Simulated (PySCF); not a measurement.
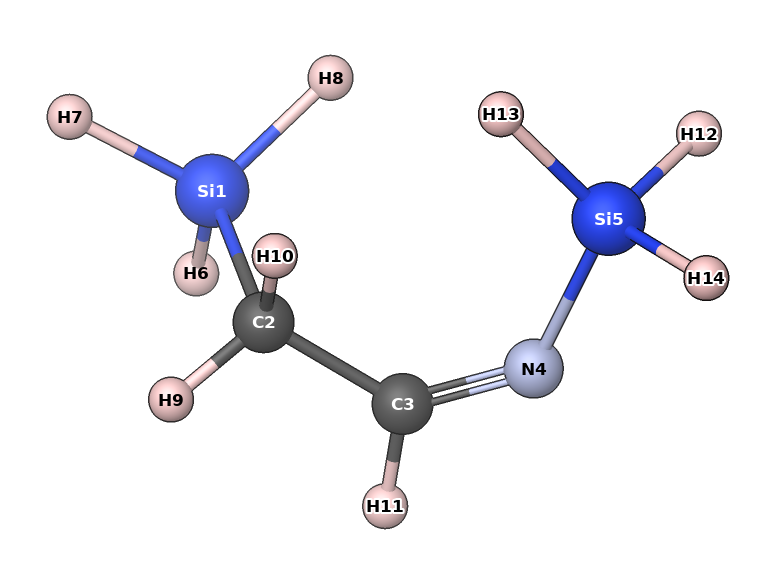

Atoms fade into the background with distance from the viewer. The computed structure is the end point of a PBE0-D3(BJ)/def2-SVP optimisation. No frequency run is at hand to confirm it as a minimum.

Question: Find the stereocentres and stereogenic double bonds.

Answer: Double bonds: C3=N4.

Question: What are the Cahn–Ingold–Prelog descriptors?

Answer: C3=N4: Z.

Question: Give a SMILES with the stereochemistry.

Answer: [SiH3]C/C=N\[SiH3]
